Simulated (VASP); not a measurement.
Here is the system:

```yaml
crystal:
  lattice:
    - [-1.62324, 1.62324, 2.51243]
    - [1.62324, -1.62324, 2.51243]
    - [1.62324, 1.62324, -2.51243]
  atoms:
    - { symbol: In, position: [0.00000, 0.00000, 0.00000] }
```

The numbers are results of optB86b-vdW, VASP's PBE PAW potentials (set 64) (plane waves; VASP 6.6.1), not measurements. Settings: 520 eV cut-off, 18×18×18 Γ-centred mesh, tetrahedra with Blöchl corrections, potentials In_d.

Unless said otherwise, spin-orbit coupling is left out, though it shifts the bands of the heavy elements here.

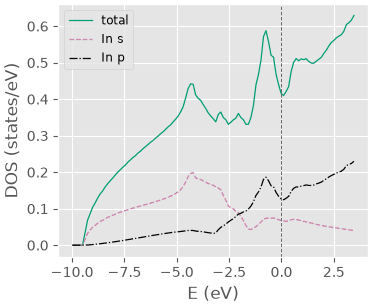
*Total and projected density of states, zero at the Fermi level*

Within 2 eV below the Fermi level the largest weight inside VASP's projection spheres is In p, then In s.

It has no gap at this level: it comes out as a metal or semimetal.

The compound is In in the bct structure. It was relaxed first.
